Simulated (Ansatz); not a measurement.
**Profile along the B–N line in BN (space group P6_3/mmc)**

BN (space group P6_3/mmc)

```cif
data_B2N2
_chemical_formula_sum 'B2 N2'
_space_group_name_H-M_alt 'P 1'
_space_group_IT_number 1
_cell_length_a 2.48795
_cell_length_b 2.48795
_cell_length_c 6.53177
_cell_angle_alpha 90.000
_cell_angle_beta 90.000
_cell_angle_gamma 120.000
loop_
_space_group_symop_operation_xyz
  'x, y, z'
loop_
_atom_site_label
_atom_site_type_symbol
_atom_site_fract_x
_atom_site_fract_y
_atom_site_fract_z
_atom_site_occupancy
B1 B 0.00000 0.00000 0.75000 1
B2 B 0.00000 0.00000 0.25000 1
N1 N 0.66667 0.33333 0.25000 1
N2 N 0.33333 0.66667 0.75000 1
```

Fields along a shortest B–N line of a (0001) plane (1.44 Å), from B to N, interpolated on the slice's grid (step about 0.1 Å). These are LDA (plane waves to 420 eV, PAW, scalar-relativistic; Ansatz, a program for electronic structure) values and carry that method's errors. k mesh 15×15×5. These are valence fields of a PAW run, semicore shells included where kept as valence: close to a nucleus they are smooth pseudo fields. BN was relaxed with its symmetry unable to fall.

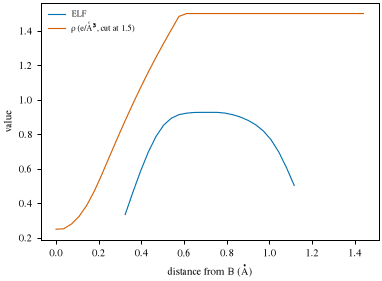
*ELF (away from the nuclei) and valence density from B to N.*

Density on the B–N line (1.44 Å) at its midpoint: 1.84 e/Å³. ELF at that point: 0.9. ELF maximum in the middle third of the B–N line: 0.93, 0.7 Å from B.
